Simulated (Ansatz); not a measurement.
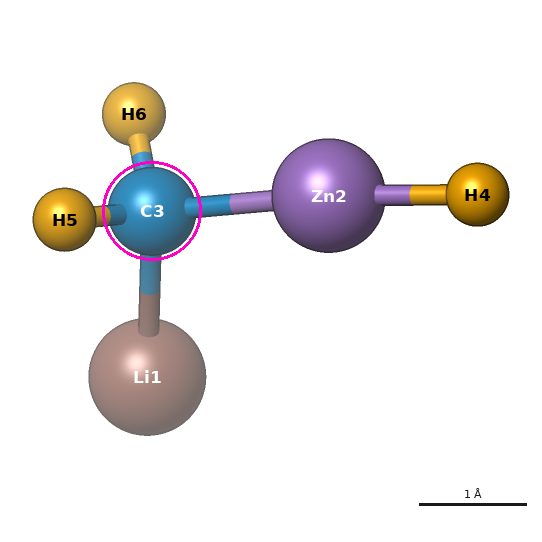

Orthographic view. Distant atoms are faded towards the background colour. Computed geometry: PBE0-D4/def2-TZVP optimisation. No frequency run is at hand to confirm it as a minimum.

Q: Name the neighbours of the circled atom.

A: The circled atom is C3; it is bonded to Li1, Zn2, H5, H6.

Q: Which atom is farthest from the viewer?

A: Li1, 1.4 Å behind the mean position.

Q: Of C3 and H5, which is nearer the viewer?

A: H5; the bond to C3 points away from the viewer, so it looks shorter than its 1.10 Å.

Q: Which atom is nearest the viewer?

A: H4, 1.4 Å in front of the mean position.
